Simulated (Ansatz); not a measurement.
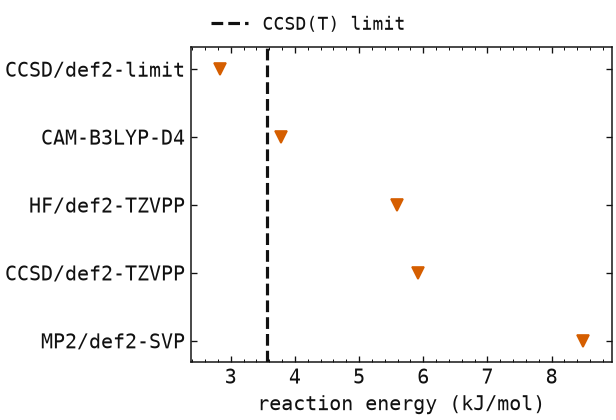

Electronic reaction energy of GeHSeClF₂ ([F][Ge]([F])([Cl])[SeH]) + SiHF₃ (F[SiH](F)F) → SiHSeF₃ (F[Si](F)(F)[SeH]) + GeHClF₂ ([F][GeH]([F])[Cl]) (SMILES in brackets) at several levels (functionals in def2-TZVPP unless a basis is named), isolated molecules at PBE0-D4 triple-zeta geometries, minima by their frequencies, no zero-point or thermal terms, the Ansatz code 0.2.0. The line is frozen-core CCSD(T) at the basis limit (MP2 extrapolated from triple and quadruple zeta, plus CCSD(T) less MP2 in a smaller set). The distance of CCSD/def2-TZVPP and MP2/def2-SVP to the limit includes basis error.

### What range do the values span, the line included?

From 2.8 kJ/mol (CCSD/def2-limit) to 8.5 kJ/mol (MP2/def2-SVP).

### Give the values.

| level | kJ/mol | less CCSD(T) limit |
| --- | --- | --- |
| CCSD/def2-limit | 2.8 | −0.7 |
| CAM-B3LYP-D4 | 3.8 | 0.2 |
| HF/def2-TZVPP | 5.6 | 2.0 |
| CCSD/def2-TZVPP | 5.9 | 2.3 |
| MP2/def2-SVP | 8.5 | 4.9 |
| CCSD(T) limit | 3.6 | 0.0 |

Caveats: no scalar relativity up to krypton; outer-core shells are correlated without core-valence functions, which makes the correlated values less sure.
